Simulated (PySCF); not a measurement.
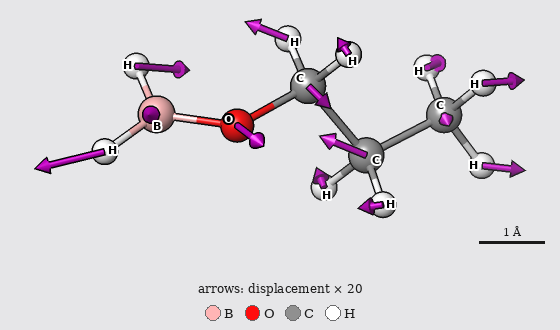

A relaxation of C3H9BO. The starting structure is drawn; purple arrows show the displacements, magnified 20 times. The two geometries are superimposed by the best rigid fit.

The picture is a ball-and-stick view, seen at a tilt.

The start comes from GFN2-xTB. Its atoms were then displaced at random by about 0.01 Å.

Method: PBE0-D3(BJ)/def2-SVP geometry optimisation, gas phase (PySCF 2.14.0, density-fitted response routines). 

**What did the optimiser do to the structure, and how much energy did it gain?**

The largest moves after the best rigid fit, 0.057 Å, are those of H atoms. By element the largest moves are H 0.057 Å, O 0.043 Å, C 0.042 Å, B 0.038 Å. Among the contacts that change: C–C 1.573 → 1.515 Å, B–H 1.174 → 1.216 Å, C–H 1.068 → 1.106 Å, B–O 1.311 → 1.339 Å. Bond angles that change, for instance: C–C–H 107.1° → 110.1°, C–C–H 108.4° → 111.2°, O–B–H 122.9° → 120.2°. The energy falls by 0.186 eV in 8 geometry steps.
